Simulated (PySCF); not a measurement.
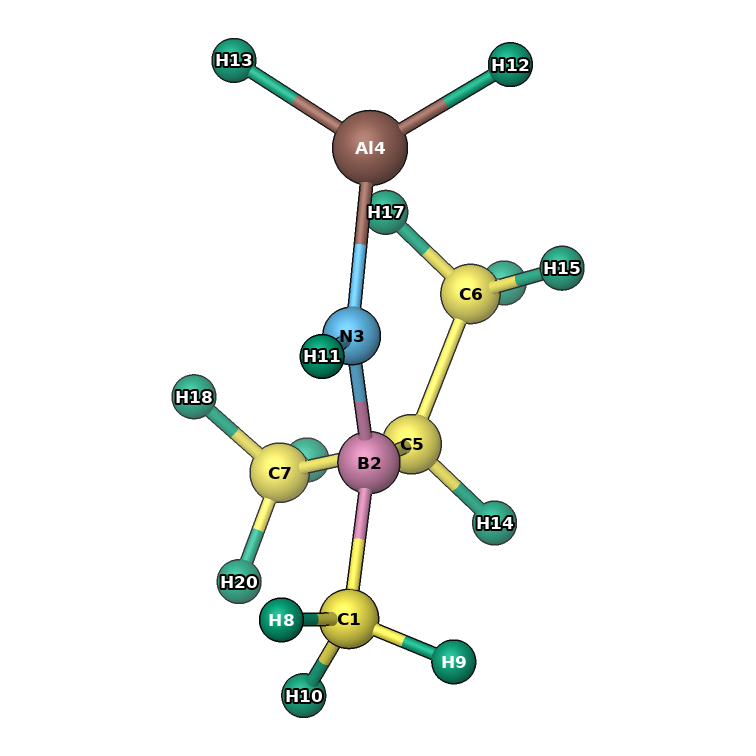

C5 lies behind B2. The molecule seen a little off the B2–C5 bond, B2 in front. Distant atoms are faded towards the background colour. The computed structure is the end point of a GFN2-xTB optimisation. No frequency run is at hand to confirm it as a minimum.

### What is the torsion angle N3–B2–C5–C6? The sign is positive where the front bond must turn clockwise to cover the back bond.

17°, synperiplanar.
